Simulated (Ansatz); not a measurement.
# HF/def2-SVP (core potential) run of SnCl2 (SMILES [Cl][Sn][Cl])

Aim: the electronic atomisation energy of SnCl2 at HF/def2-SVP (core potential), from 3 runs. 

Program for the calculation: Ansatz 0.2.0.

28 further runs of the same task are left out: 28 set aside as unsound or not needed.

## (1) The molecule

The species is SnCl2 (3 atoms), meant as a singlet with charge 0. As SMILES, `[Cl][Sn][Cl]`. The shape comes from GFN2-xTB, which is rough for such elements, and wasn't checked as a minimum.

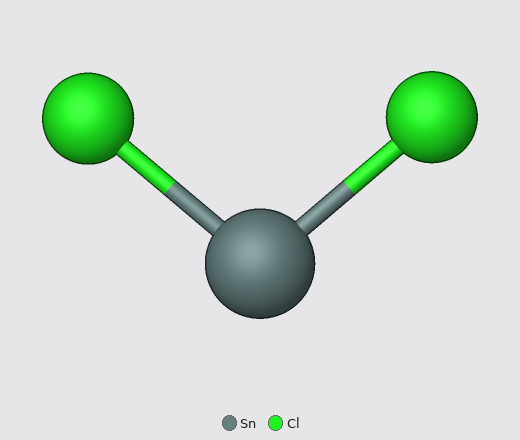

Viewed from a chosen angle; tin teal, chlorine green.

## (2) A single-point energy at HF/def2-SVP (core potential)

job.yaml

```yaml
basis:
  gaussian:
    orbitals: def2-SVP
crystal:
  periodic: [false, false, false]
  atoms:
    - symbol: Sn
      position_ang: [0.004910, -0.007160, -1.023740]
    - symbol: Cl
      position_ang: [1.812600, -0.019020, 0.521020]
    - symbol: Cl
      position_ang: [-1.817510, 0.026180, 0.502720]
hamiltonian:
  xc: hf
accuracy: high
output: {orbitals: {seedname: orbitals}}
```

Command:

```console
$ ansatz run job.yaml --threads 1 --pin off --max-ram 2610MiB --events-out events.jsonl --progress --plain --runs-dir runs
```

The log of the run:

```text
Warning: RAYON_NUM_THREADS=1 ignored (pool sized by the plan → 1); use --threads N
Functional definition: HF
  name "HF"
  exchange = exact_x
  correlation = 0
1264 factors; integrals over basis functions are off by at most 4.1e-9 eV
mean field evaluation 1: about -30806.4675 eV, gradient 1.8e1 eV
mean field evaluation 2: about -30806.5927 eV, gradient 1.9e1 eV
mean field evaluation 4: about -30807.8849 eV, gradient 1.1e0 eV
mean field evaluation 8: about -30807.9077 eV, gradient 1.3e-4 eV
mean field evaluation 16: about -30807.9077 eV, gradient 1.1e-8 eV
mean field -30807.90767424 eV, -1132.1697246785 hartree, gradient 1.2e-8 eV, S^2 0.000000; 0 other end points of the search recorded, 0 dependent functions left out
reference -30807.90767424 eV, -1132.1697246785 hartree; 28, 28 occupied and 34, 34 virtual orbitals, 1264 factors
Total energy: -30807.90767424 eV, -1132.1697246785 hartree
```

Wall time 0.86 s (1 thread of AMD EPYC 9R45 (Zen 5), shared host); peak memory 0.15 GiB.

## (3) The Cl atom, same level

molecule.yaml

```yaml
crystal:
  periodic: [false, false, false]
  atoms:
    - symbol: Cl
      position_ang: [0.000000, 0.000000, 0.000000]
basis:
  gaussian:
    orbitals: def2-SVP
magnetization:
  spin_polarized: true
  initial_magnetization: 1
accuracy: high
hamiltonian:
  xc: hf
```

Run the same way, it converges to -459.31930 Eh (log not shown).

## (4) The Sn atom, same level

input.yaml

```yaml
crystal:
  periodic: [false, false, false]
  atoms:
    - symbol: Sn
      position_ang: [0.000000, 0.000000, 0.000000]
basis:
  gaussian:
    orbitals: def2-SVP
hamiltonian:
  xc: hf
accuracy: high
magnetization:
  spin_polarized: true
  initial_magnetization: 2
```

Run the same way, it converges to -213.33613 Eh (log not shown).

## (5) Outcome

At HF/def2-SVP (core potential):

```
                     quantity           value
       molecule: total energy  -1132.16972 Eh
        molecule: HOMO energy       -10.12 eV
        molecule: LUMO energy        -0.32 eV
      molecule: HOMO–LUMO gap         9.80 eV
        Cl atom: total energy   -459.31930 Eh
                Cl atom: ⟨S²⟩           0.755
        Sn atom: total energy   -213.33613 Eh
                Sn atom: ⟨S²⟩           2.010
electronic atomisation energy        5.306 eV
```

In words: Taking the molecule apart into free atoms costs 5.31 eV (512 kJ/mol), before zero-point energy and without spin-orbit coupling. Hartree–Fock lacks the correlation of the bonding pairs, which as a rule makes this value much too low; in minimal bases other errors can mask that.
